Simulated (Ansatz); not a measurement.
# BeH2 (Ibam): the host for defect calculations, part 4 of 4

Before any defect goes in: BeH2 (Ibam) at rest, and how it screens a charge.

Ansatz 0.2.0; plane-wave PAW DFT, PBEsol; relaxation of the host's cell and atoms (the session's first sound run).

So far. Step 3 (Dielectric tensors of the host): The principal values of the electronic dielectric tensor are 3.59, 3.63 and 3.74. The principal values of the static dielectric tensor are 4.37, 5.16 and 5.26.

**7. Defect free supercell relaxed from displaced atoms**

This step: plane-wave PAW DFT, PBEsol; relaxation of the defect-free supercell from random displacements, a test of the host's stability (Ansatz 0.2.0).

Input file pristine.rattled/input.yaml:

```yaml
crystal:
  lattice:
    - [0.0, 8.7573595481, 7.5377721599]
    - [3.9933261508, 0.0, 7.5377721599]
    - [3.9933261508, 8.7573595481, 0.0]
  atoms:
    - { symbol: Be, position: [0.125, 0.625, 0.375] }
    - { symbol: Be, position: [0.375, 0.875, 0.625] }
    - { symbol: Be, position: [0.625, 0.125, 0.875] }
    - { symbol: Be, position: [0.875, 0.375, 0.125] }
    - { symbol: Be, position: [0.125, 0.625, 0.875] }
    - { symbol: Be, position: [0.375, 0.875, 0.125] }
    - { symbol: Be, position: [0.625, 0.125, 0.375] }
    - { symbol: Be, position: [0.875, 0.375, 0.625] }
    - { symbol: Be, position: [0.024684115, 0.475315885, 0.6434093855] }
    - { symbol: Be, position: [0.274684115, 0.725315885, 0.8934093855] }
    - { symbol: Be, position: [0.524684115, 0.975315885, 0.1434093855] }
    - { symbol: Be, position: [0.774684115, 0.225315885, 0.3934093855] }
    - { symbol: Be, position: [0.1434093855, 0.3565906145, 0.024684115] }
    - { symbol: Be, position: [0.3934093855, 0.6065906145, 0.274684115] }
    - { symbol: Be, position: [0.6434093855, 0.8565906145, 0.524684115] }
    - { symbol: Be, position: [0.8934093855, 0.1065906145, 0.774684115] }
    - { symbol: Be, position: [0.1065906145, 0.8934093855, 0.225315885] }
    - { symbol: Be, position: [0.3565906145, 0.1434093855, 0.475315885] }
    - { symbol: Be, position: [0.6065906145, 0.3934093855, 0.725315885] }
    - { symbol: Be, position: [0.8565906145, 0.6434093855, 0.975315885] }
    - { symbol: Be, position: [0.225315885, 0.774684115, 0.6065906145] }
    - { symbol: Be, position: [0.475315885, 0.024684115, 0.8565906145] }
    - { symbol: Be, position: [0.725315885, 0.274684115, 0.1065906145] }
    - { symbol: Be, position: [0.975315885, 0.524684115, 0.3565906145] }
    - { symbol: H, position: [0.1619041841, 0.9920911674, 0.2485451344] }
    - { symbol: H, position: [0.4119041841, 0.2420911674, 0.4985451344] }
    - { symbol: H, position: [0.6619041841, 0.4920911674, 0.7485451344] }
    - { symbol: H, position: [0.9119041841, 0.7420911674, 0.9985451344] }
    - { symbol: H, position: [0.0079088326, 0.8380958159, 0.4025404859] }
    - { symbol: H, position: [0.2579088326, 0.0880958159, 0.6525404859] }
    - { symbol: H, position: [0.5079088326, 0.3380958159, 0.9025404859] }
    - { symbol: H, position: [0.7579088326, 0.5880958159, 0.1525404859] }
    - { symbol: H, position: [0.2485451344, 0.5974595141, 0.6619041841] }
    - { symbol: H, position: [0.4985451344, 0.8474595141, 0.9119041841] }
    - { symbol: H, position: [0.7485451344, 0.0974595141, 0.1619041841] }
    - { symbol: H, position: [0.9985451344, 0.3474595141, 0.4119041841] }
    - { symbol: H, position: [0.0974595141, 0.7485451344, 0.9920911674] }
    - { symbol: H, position: [0.3474595141, 0.9985451344, 0.2420911674] }
    - { symbol: H, position: [0.5974595141, 0.2485451344, 0.4920911674] }
    - { symbol: H, position: [0.8474595141, 0.4985451344, 0.7420911674] }
    - { symbol: H, position: [0.2195805147, 0.7804194853, 0.4606903432] }
    - { symbol: H, position: [0.4695805147, 0.0304194853, 0.7106903432] }
    - { symbol: H, position: [0.7195805147, 0.2804194853, 0.9606903432] }
    - { symbol: H, position: [0.9695805147, 0.5304194853, 0.2106903432] }
    - { symbol: H, position: [0.2106903432, 0.2893096568, 0.4695805147] }
    - { symbol: H, position: [0.4606903432, 0.5393096568, 0.7195805147] }
    - { symbol: H, position: [0.7106903432, 0.7893096568, 0.9695805147] }
    - { symbol: H, position: [0.9606903432, 0.0393096568, 0.2195805147] }
    - { symbol: H, position: [0.0304194853, 0.4695805147, 0.7893096568] }
    - { symbol: H, position: [0.2804194853, 0.7195805147, 0.0393096568] }
    - { symbol: H, position: [0.5304194853, 0.9695805147, 0.2893096568] }
    - { symbol: H, position: [0.7804194853, 0.2195805147, 0.5393096568] }
    - { symbol: H, position: [0.0393096568, 0.9606903432, 0.7804194853] }
    - { symbol: H, position: [0.2893096568, 0.2106903432, 0.0304194853] }
    - { symbol: H, position: [0.5393096568, 0.4606903432, 0.2804194853] }
    - { symbol: H, position: [0.7893096568, 0.7106903432, 0.5304194853] }
    - { symbol: H, position: [0.1525404859, 0.5014548656, 0.2579088326] }
    - { symbol: H, position: [0.4025404859, 0.7514548656, 0.5079088326] }
    - { symbol: H, position: [0.6525404859, 0.0014548656, 0.7579088326] }
    - { symbol: H, position: [0.9025404859, 0.2514548656, 0.0079088326] }
    - { symbol: H, position: [0.0014548656, 0.6525404859, 0.5880958159] }
    - { symbol: H, position: [0.2514548656, 0.9025404859, 0.8380958159] }
    - { symbol: H, position: [0.5014548656, 0.1525404859, 0.0880958159] }
    - { symbol: H, position: [0.7514548656, 0.4025404859, 0.3380958159] }
    - { symbol: H, position: [0.2420911674, 0.4119041841, 0.8474595141] }
    - { symbol: H, position: [0.4920911674, 0.6619041841, 0.0974595141] }
    - { symbol: H, position: [0.7420911674, 0.9119041841, 0.3474595141] }
    - { symbol: H, position: [0.9920911674, 0.1619041841, 0.5974595141] }
    - { symbol: H, position: [0.0880958159, 0.2579088326, 0.0014548656] }
    - { symbol: H, position: [0.3380958159, 0.5079088326, 0.2514548656] }
    - { symbol: H, position: [0.5880958159, 0.7579088326, 0.5014548656] }
    - { symbol: H, position: [0.8380958159, 0.0079088326, 0.7514548656] }
basis:
  ecutwfc: 420
  xc_grid: 2
hamiltonian:
  xc: pbesol
kpoints:
  mp_grid: { grid: [1, 1, 1], shift: [0.25, 0.25, 0.25] }
scf:
  occupations: { method: fermi_dirac, width: 0.01 }
  max_iter: 80
output:
  forces: true
relax:
  f_tol: 0.01
  max_steps: 120
  random_displacement: { amplitude: 0.08, seed: 7056 }
checkpoint:
  write: "../pristine.rattled.run"
  compress: false
  write_wavefunctions: false
  write_every: 100000
```

The run is started by

```
ansatz run input.yaml --threads 4 --pin off --max-ram 7536MiB --backend cpu --events-out ev --progress --plain --runs-dir out
```

Numbers of over 12 decimals in the logs are rounded to 6 here.

Log:

```text
[...]
Crystal: 72 atoms, lattice volume = 527.207 Å³
Basis set: ecut = 420 eV, 10305 PW (Γ), exchange–correlation on 160×120×144 points (8 copies of the dense FFT grid, shifted against one another)
Bands: 120, of which v1, the nominal top of the filled ones, is band 48 counted from 1 (47 counted from 0)
Symmetry: 1 space group operations
k-points: 1
[...]
SCF iter   1: F=—  HF=-2920.306682 eV  |F-HF|=—  |Δ(HF+E_count)|=         —  Δρ=9.66e-3  dr2=3.39e-1  ethr=1.77e-3  ⟨swp⟩=7.0  Hψ=662  notcnv=0  defer=25
[...]
SCF iter   6: F=-2920.224890 eV  HF=-2920.224890 eV  |F-HF|=2.02e-8  |Δ(HF+E_count)|=   8.92e-7  Δρ=2.69e-6  dr2=4.48e-8  ethr=8.59e-10  ⟨swp⟩=1.0  Hψ=225  notcnv=0
SCF 1 converged in 6 iterations: F = -2920.224890 eV  dr2 = 4.48e-8
[...]
relax step   1: F+E_penalty+E_count = -2920.22488989 eV  Δ(F+E_penalty+E_count) = +0.000e0 eV  max|allowed force component| = 1.858e0 eV/Å  Δτ_max = 0.0000 Å  (6 SCF iters, dr2 threshold 2.50e-6 eV, accepted)
[...]
relax step   2: F+E_penalty+E_count = -2921.77826407 eV  Δ(F+E_penalty+E_count) = -1.553e0 eV  max|allowed force component| = 8.412e-1 eV/Å  Δτ_max = 0.1004 Å  (5 SCF iters, dr2 threshold 1.00e-4 eV, accepted)
relax step   3: F+E_penalty+E_count = -2922.10725901 eV  Δ(F+E_penalty+E_count) = -3.290e-1 eV  max|allowed force component| = 3.406e-2 eV/Å  Δτ_max = 0.0669 Å  (4 SCF iters, dr2 threshold 4.42e-5 eV, accepted)
relax step   4: F+E_penalty+E_count = -2922.10726084 eV  Δ(F+E_penalty+E_count) = -1.832e-6 eV  max|allowed force component| = 3.425e-2 eV/Å  Δτ_max = 0.0000 Å  (3 SCF iters, accepted)
relax step   5: F+E_penalty+E_count = -2922.10708474 eV  Δ(F+E_penalty+E_count) = +1.761e-4 eV  max|allowed force component| = 2.418e-2 eV/Å  Δτ_max = 0.0369 Å  (5 SCF iters, rejected (line search))
relax step   6: F+E_penalty+E_count = -2922.10998657 eV  Δ(F+E_penalty+E_count) = -2.726e-3 eV  max|allowed force component| = 5.725e-3 eV/Å  Δτ_max = 0.0180 Å  (5 SCF iters, accepted)
relax step   7: F+E_penalty+E_count = -2922.11080061 eV  Δ(F+E_penalty+E_count) = -8.140e-4 eV  max|allowed force component| = 9.287e-3 eV/Å  Δτ_max = 0.0177 Å  (5 SCF iters, accepted)
SCF iter   1: F=—  HF=-2922.111910 eV  |F-HF|=—  |Δ(HF+E_count)|=         —  Δρ=1.06e-3  dr2=3.41e-3  ethr=3.56e-5  ⟨swp⟩=4.0  Hψ=276  notcnv=0  defer=67
[...]
SCF iter   5: F=-2922.111120 eV  HF=-2922.111120 eV  |F-HF|=1.34e-9  |Δ(HF+E_count)|=   9.71e-8  Δρ=4.37e-7  dr2=1.29e-9  ethr=7.90e-11  ⟨swp⟩=1.0  Hψ=225  notcnv=0
SCF 8 converged in 5 iterations: F = -2922.111120 eV  dr2 = 1.29e-9
relax step   8: F+E_penalty+E_count = -2922.11111986 eV  Δ(F+E_penalty+E_count) = -3.193e-4 eV  max|allowed force component| = 5.281e-3 eV/Å  Δτ_max = 0.0109 Å  (5 SCF iters, accepted)
SCF converged after 5 iterations
Free energy (F): -2922.111120 eV
[...]
Internal energy: -2922.111120 eV  (E = F + TS)
E sigma→0 (E₀):  -2922.111120 eV
Fermi energy:    1.693559 eV
[...]
--- Forces (eV/Å), atoms counted from 1 ---
  atom   1  Be    -0.00133926     0.00129897     0.00264676
  atom   2  Be     0.00023614     0.00111128     0.00324686
  atom   3  Be    -0.00117817     0.00223400     0.00311165
  atom   4  Be     0.00024786     0.00310057     0.00528089
  atom   5  Be     0.00161641    -0.00393824    -0.00245450
  atom   6  Be     0.00101202    -0.00239619    -0.00371083
  atom   7  Be    -0.00147800    -0.00246553    -0.00372822
  atom   8  Be    -0.00032543    -0.00327761    -0.00360124
  atom   9  Be    -0.00060960    -0.00418478    -0.00058410
  atom  10  Be    -0.00219136    -0.00407549     0.00117350
  atom  11  Be    -0.00203887    -0.00398858     0.00150307
  atom  12  Be    -0.00207833    -0.00319422     0.00111375
  atom  13  Be    -0.00096613     0.00128680    -0.00173883
  atom  14  Be    -0.00233077     0.00154199    -0.00270310
  atom  15  Be    -0.00021035     0.00135641    -0.00352101
  atom  16  Be     0.00045345     0.00194250    -0.00324992
  atom  17  Be    -0.00071123    -0.00204032     0.00229497
  atom  18  Be     0.00103856    -0.00342236     0.00125828
  atom  19  Be    -0.00007055    -0.00170892     0.00247770
  atom  20  Be     0.00146223    -0.00106240     0.00178618
  atom  21  Be     0.00265552     0.00285914    -0.00241147
  atom  22  Be     0.00206819     0.00360968    -0.00125094
  atom  23  Be     0.00270267     0.00313691    -0.00145498
  atom  24  Be     0.00476156     0.00246063    -0.00118435
  atom  25  H     -0.00262109     0.00200050    -0.00036508
  atom  26  H     -0.00184049     0.00127800    -0.00226413
  atom  27  H     -0.00148509     0.00183886    -0.00072562
  atom  28  H     -0.00283004     0.00063657    -0.00043204
  atom  29  H      0.00198265    -0.00025436    -0.00183996
  atom  30  H      0.00147117     0.00009250    -0.00276514
  atom  31  H      0.00027027    -0.00054285    -0.00098636
  atom  32  H     -0.00266555     0.00126367    -0.00112818
  atom  33  H      0.00103328     0.00140655     0.00174147
  atom  34  H      0.00032001     0.00013764     0.00128596
  atom  35  H      0.00095985    -0.00061239     0.00255293
  atom  36  H      0.00025358     0.00028697     0.00148429
  atom  37  H      0.00142452     0.00243682    -0.00022313
  atom  38  H      0.00154447     0.00265396     0.00164288
  atom  39  H      0.00108535     0.00101063    -0.00143169
  atom  40  H      0.00012758     0.00308936    -0.00023633
[...]
atom  61  H      0.00026548     0.00018034    -0.00272117
  atom  62  H      0.00056479     0.00099757    -0.00222007
  atom  63  H     -0.00111731    -0.00081481    -0.00023776
  atom  64  H      0.00018509    -0.00007255    -0.00189272
  atom  65  H      0.00073172     0.00008445     0.00115041
  atom  66  H     -0.00042511    -0.00003207     0.00124225
  atom  67  H     -0.00094627     0.00015204     0.00302877
  atom  68  H     -0.00027699    -0.00020845     0.00157366
  atom  69  H      0.00226727    -0.00018545     0.00202762
  atom  70  H      0.00231602    -0.00147694     0.00138163
  atom  71  H      0.00183218    -0.00122864     0.00255569
  atom  72  H      0.00226119    -0.00015573     0.00074875
  max |Σ_I F_I| component: 1.98e-6 eV/Å
--- Relaxed structure (8 steps of the walk, 7 accepted, 0 SCFs on fresh bases) ---
  F+E_penalty+E_count = -2922.11111986 eV   max|allowed force component| = 5.281e-3 eV/Å
  atoms:
    - { symbol: Be, position: [0.125785, 0.626027, 0.372280] }
    - { symbol: Be, position: [0.375806, 0.875950, 0.622297] }
    - { symbol: Be, position: [0.625595, 0.126189, 0.872416] }
    - { symbol: Be, position: [0.875518, 0.376174, 0.122356] }
    - { symbol: Be, position: [0.127727, 0.624151, 0.873900] }
    - { symbol: Be, position: [0.377727, 0.874243, 0.123898] }
    - { symbol: Be, position: [0.627625, 0.124363, 0.374023] }
    - { symbol: Be, position: [0.877614, 0.374420, 0.623994] }
    - { symbol: Be, position: [0.027849, 0.475754, 0.639857] }
    - { symbol: Be, position: [0.277856, 0.725644, 0.889797] }
    - { symbol: Be, position: [0.527789, 0.975702, 0.139895] }
    - { symbol: Be, position: [0.777858, 0.225680, 0.389868] }
    - { symbol: Be, position: [0.143179, 0.357085, 0.024309] }
    - { symbol: Be, position: [0.393279, 0.607105, 0.274275] }
    - { symbol: Be, position: [0.643233, 0.857060, 0.524343] }
    - { symbol: Be, position: [0.893217, 0.107155, 0.774271] }
    - { symbol: Be, position: [0.110182, 0.893231, 0.221911] }
    - { symbol: Be, position: [0.360194, 0.143284, 0.471971] }
    - { symbol: Be, position: [0.610063, 0.393328, 0.722040] }
    - { symbol: Be, position: [0.860019, 0.643312, 0.972068] }
    - { symbol: Be, position: [0.225544, 0.774673, 0.606406] }
    - { symbol: Be, position: [0.475486, 0.024730, 0.856452] }
    - { symbol: Be, position: [0.725508, 0.274644, 0.106426] }
    - { symbol: Be, position: [0.975565, 0.524643, 0.356396] }
    - { symbol: H, position: [0.164365, 0.991281, 0.248024] }
    - { symbol: H, position: [0.414300, 0.241500, 0.498018] }
    - { symbol: H, position: [0.664270, 0.491387, 0.748106] }
    - { symbol: H, position: [0.914295, 0.741145, 0.998311] }
    - { symbol: H, position: [0.009313, 0.838540, 0.398090] }
    - { symbol: H, position: [0.259440, 0.088500, 0.648112] }
    - { symbol: H, position: [0.509093, 0.338736, 0.898300] }
    - { symbol: H, position: [0.758856, 0.588783, 0.148334] }
    - { symbol: H, position: [0.251069, 0.596636, 0.661133] }
    - { symbol: H, position: [0.501376, 0.846589, 0.911100] }
    - { symbol: H, position: [0.751335, 0.096548, 0.161181] }
    - { symbol: H, position: [1.001191, 0.346629, 0.411179] }
    - { symbol: H, position: [0.101412, 0.746805, 0.989973] }
    - { symbol: H, position: [0.351372, 0.996738, 0.240142] }
    - { symbol: H, position: [0.601416, 0.246772, 0.490175] }
    - { symbol: H, position: [0.851270, 0.497166, 0.740017] }
    - { symbol: H, position: [0.218380, 0.779544, 0.461783] }
    - { symbol: H, position: [0.468209, 0.029438, 0.711952] }
    - { symbol: H, position: [0.718155, 0.279448, 0.961966] }
    - { symbol: H, position: [0.968256, 0.529471, 0.211896] }
    - { symbol: H, position: [0.215259, 0.290608, 0.464474] }
    - { symbol: H, position: [0.465339, 0.540582, 0.714283] }
    - { symbol: H, position: [0.715349, 0.790746, 0.964286] }
    - { symbol: H, position: [0.965347, 0.040647, 0.214331] }
    - { symbol: H, position: [0.034976, 0.470923, 0.784501] }
    - { symbol: H, position: [0.285145, 0.720855, 0.034289] }
    - { symbol: H, position: [0.535102, 0.970960, 0.284360] }
    - { symbol: H, position: [0.785079, 0.220986, 0.534415] }
    - { symbol: H, position: [0.037994, 0.959736, 0.781918] }
    - { symbol: H, position: [0.287880, 0.209689, 0.032069] }
    - { symbol: H, position: [0.538025, 0.459694, 0.281982] }
    - { symbol: H, position: [0.788093, 0.709770, 0.531918] }
    - { symbol: H, position: [0.152024, 0.503451, 0.256212] }
    - { symbol: H, position: [0.402047, 0.753400, 0.506223] }
    - { symbol: H, position: [0.651871, 0.003736, 0.756224] }
    - { symbol: H, position: [0.901939, 0.253559, 0.006142] }
    - { symbol: H, position: [0.002308, 0.653753, 0.585058] }
    - { symbol: H, position: [0.252079, 0.903739, 0.835106] }
    - { symbol: H, position: [0.501979, 0.153813, 0.085224] }
    - { symbol: H, position: [0.752079, 0.403748, 0.335111] }
    - { symbol: H, position: [0.244297, 0.411604, 0.848021] }
    - { symbol: H, position: [0.494248, 0.661685, 0.098008] }
    - { symbol: H, position: [0.743972, 0.911782, 0.348143] }
    - { symbol: H, position: [0.994160, 0.161886, 0.598150] }
    - { symbol: H, position: [0.088889, 0.259209, -0.001865] }
    - { symbol: H, position: [0.339128, 0.509014, 0.248139] }
    - { symbol: H, position: [0.589119, 0.758821, 0.498318] }
    - { symbol: H, position: [0.839003, 0.009203, 0.748064] }
```

The job ended after 13 s (4 threads of Arm Neoverse V2, shared host; peak memory 0.74 GiB).

Step by step:

```tsv
step	energy less that of the first step (eV)	largest force component (eV/Å)
1	0.0000	1.8577
2	-1.5534	0.8411
3	-1.8824	0.0341
4	-1.8824	0.0343
5	-1.8822	0.0242
6	-1.8851	0.0057
7	-1.8859	0.0093
8	-1.8862	0.0053
```

Relaxation step 5 was tried and not accepted.

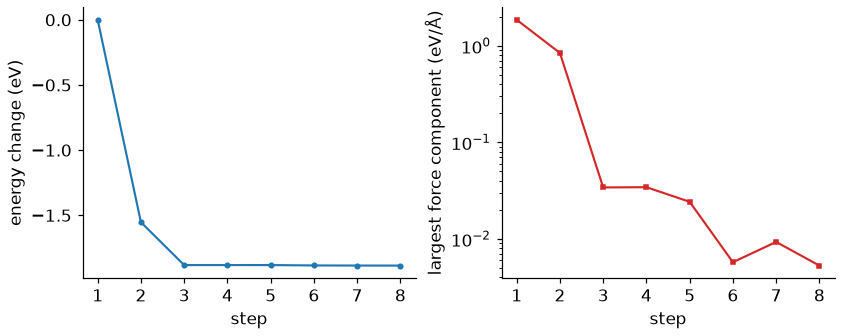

Energy and largest force along the relaxation.

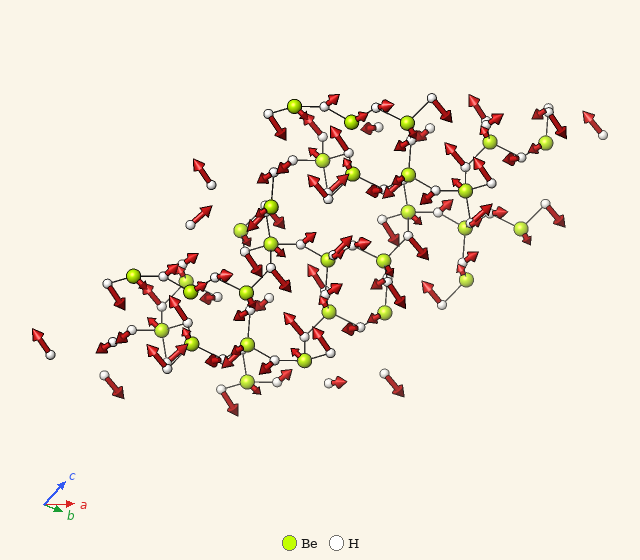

Displacements in the relaxation from the typed sites, exaggerated, the mean shift taken out; the longest in the cell stands for 0.03 Å. Drawn is a slice 4 Å thick, seen along the normal of the ac plane, with neighbouring cells across it. Bonds to atoms that aren't drawn are left out.

The atoms that moved most (Å, from the sites as typed, ahead of the random displacement, the mean shift of all atoms taken out):

```tsv
atom	dx	dy	dz	length
H54	0.009	0.004	-0.032	0.034
H47	-0.009	-0.004	0.032	0.033
H43	0.008	0.000	-0.032	0.033
H55	0.009	0.004	-0.031	0.033
H42	0.008	0.001	-0.032	0.033
H48	-0.009	-0.004	0.031	0.033
H51	-0.008	-0.001	0.032	0.033
H53	0.009	0.003	-0.031	0.033
```

The relaxation ends 26 meV an atom lower than the displaced start, with a largest force component of 0.0053 eV/Å.

**8. What came out**

```
primitive cell vectors, lengths                                      : 6.113, 6.113, 6.113 Å
electronic dielectric constant                                       : principal values (3.59, 3.63, 3.74)
static dielectric constant                                           : principal values (4.37, 5.16, 5.26)
gap on the k-mesh of the response run (PBEsol)                       : 4.87 eV
supercell relaxed in its symmetry less the displaced and relaxed one : 0.001 eV
energy an atom at one point at (¼, ¼, ¼) less that on the dense mesh : 0.000 eV
```

Step 7: The energy fell by 1.886 eV from the randomly displaced start; against the sites as typed, H54 ends farthest off, by 0.03 Å, once the mean shift is taken out. The displaced cell ends within 0.01 eV of the symmetric one relaxed in its symmetry, so no lower structure shows in this supercell. The k-mesh can miss the band edges, so this gap is an upper bound at this level. All at zero temperature.

[Logs are printed without paths, hosts, clocks, repeated set-up lines and the standing remarks that a program may print on its own settings, such as how far it seeks lower states.]

[Hosts, paths, dates, database ids (printed as entryN), source tags and the programs' standing remarks are cut or masked in the printed files.]

[Runs of the host that timed out are not shown.]

[For some hosts the program warned that the k-mesh of the response run may be too coarse for force constants and the static dielectric constant; such warnings are not always shown.]
